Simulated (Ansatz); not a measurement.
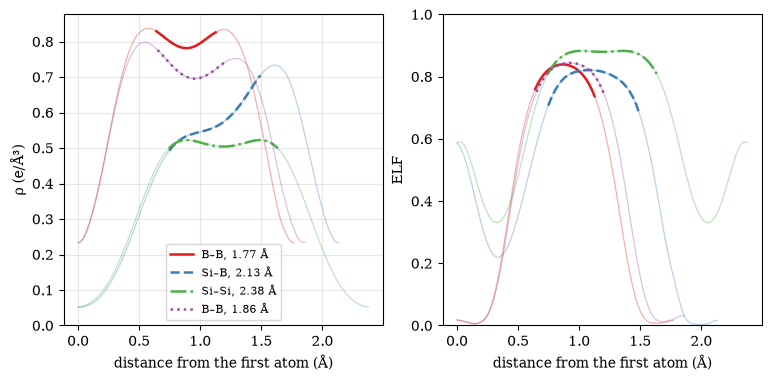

Figure 1: SiB$_{2}$. Valence charge density (pseudo) and ELF along straight lines between neighbouring atoms. Thin, pale parts lie inside the atomic spheres.

Space group C2/m; a generated structure, not necessarily the stable one.

These are results of Ansatz, DFT PBE, scalar-relativistic, plane waves, PAW, not measurements.

In a PAW calculation such maps are meaningful between the atoms, not at the nuclei.

### What can be read from the curves?

B–B (1.77 Å): ρ at the midpoint is about 0.78 e/Å³; the ELF peaks at about 0.85 between the atoms.
Si–B (2.13 Å): ρ at the midpoint is about 0.55 e/Å³; the ELF peaks at about 0.80 between the atoms.
Si–Si (2.38 Å): the density is about 0.5 e/Å³ at the midpoint; the ELF peaks at about 0.90 between the atoms.
B–B (1.86 Å): the density is about 0.7 e/Å³ at the midpoint; the ELF peaks at about 0.85 between the atoms.
